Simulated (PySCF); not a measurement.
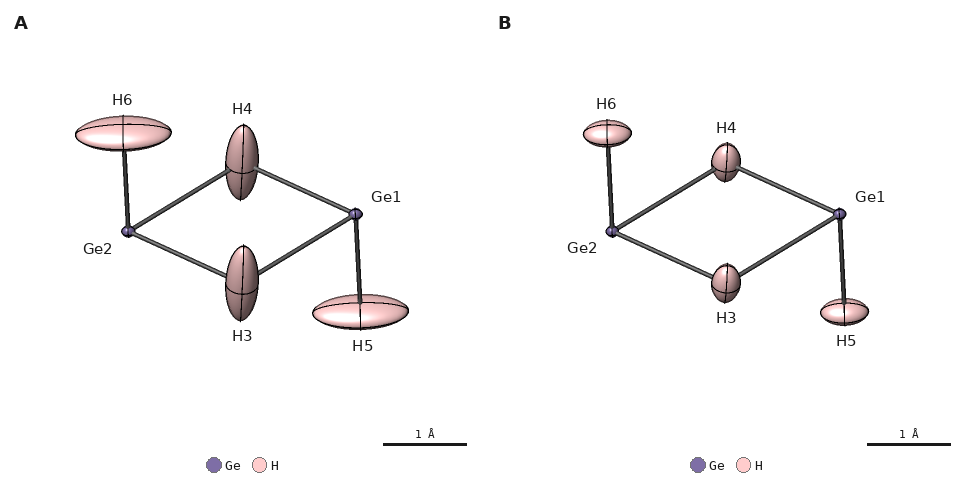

Displacement ellipsoids at the 50 % level, from the internal vibrations of the free molecule (harmonic, no overall translation or rotation; no half-axis is drawn under 0.075 Å). Vibrations computed with RKS-based PBE0, Ge def2-TZVP, H def2-TZVP; non-relativistic; density fitting (PySCF 2.14.0). One panel is for 0 K (zero-point motion alone), the other for 900 K.

> Which panel is for 900 K?

A.

> How much does the mean-square displacement of H3 grow, and why?

U_eq goes from 0.0194 to 0.0601 Å², a factor of 3.1. Modes below kT (626 cm⁻¹ at 900 K) grow about in proportion to T, and the lowest lies at 213 cm⁻¹; the mean-square amplitude of a mode is its zero-point value times coth(ħω/2kT), which comes close to 1 only above about 3kT.

This isn't the lowest structure that the search found: a singlet minimum of C2h symmetry lies 36 kJ/mol lower at the level of the geometry.
